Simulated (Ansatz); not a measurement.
## Electronic structure of CH5SeSi (SMILES C[SiH][SeH]) (doublet) in real space

```xyz
8

C    -0.6717    0.8500   -0.2118
Si    0.9992   -0.0052   -0.2215
Se    0.9263   -2.1148    0.6403
H    -0.5715    1.8676   -0.5976
H    -1.0653    0.8968    0.8072
H    -1.3888    0.3149   -0.8370
H     1.9666    0.6955    0.6733
H    -0.1026   -2.5620   -0.3087
```

Geometry: PBE0-D4/def2-TZVP.

Method: Ansatz 0.2.0, UKS PBE0-D4/def2-TZVPP.

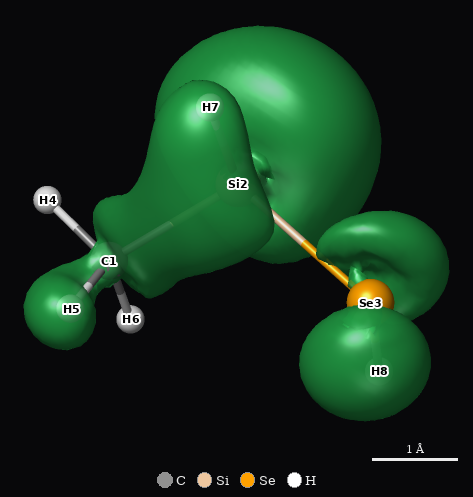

Figure 1. Isosurface of the spin density (α minus β) at +0.015 e/Å³ (green), seen at a tilt.

Where is the unpaired spin?

Answer. The unpaired spin (1 electron) lies mostly on Si2 (about 0.7) and Se3 (about 0.1), in electrons by Hirshfeld's partition.

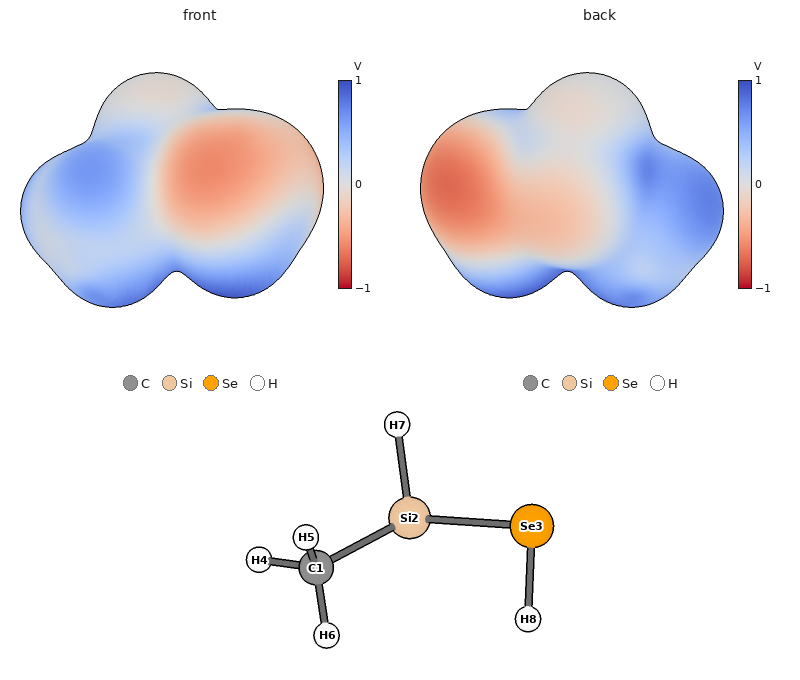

Figure 2. The electrostatic potential painted on the density surface at 0.001 e/bohr³, seen from the front and from behind; red is negative and blue positive. The bare structure is drawn below in the same view.

Describe the electrostatic potential map.

Answer. The most negative region (about −0.7 V, or −16 kcal/mol for a unit charge) lies over Se3, the most positive (about +0.9 V, or +21 kcal/mol for a unit charge) over H8.

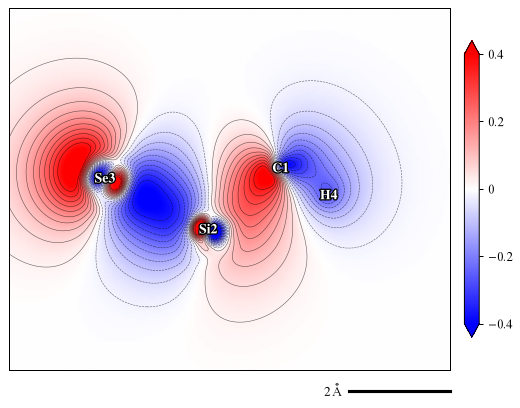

Figure 3. The HOMO−1 (β) on the plane of atoms Si2, C1 and H4 (values in Å⁻³ᐟ²; the overall sign is arbitrary).

Describe this orbital and give its energy.

Answer. By Hirshfeld shares it lies mainly on Se3 (about 55 %), Si2 (about 20 %) and C1 (about 10 %). Its energy is −8.76 eV.
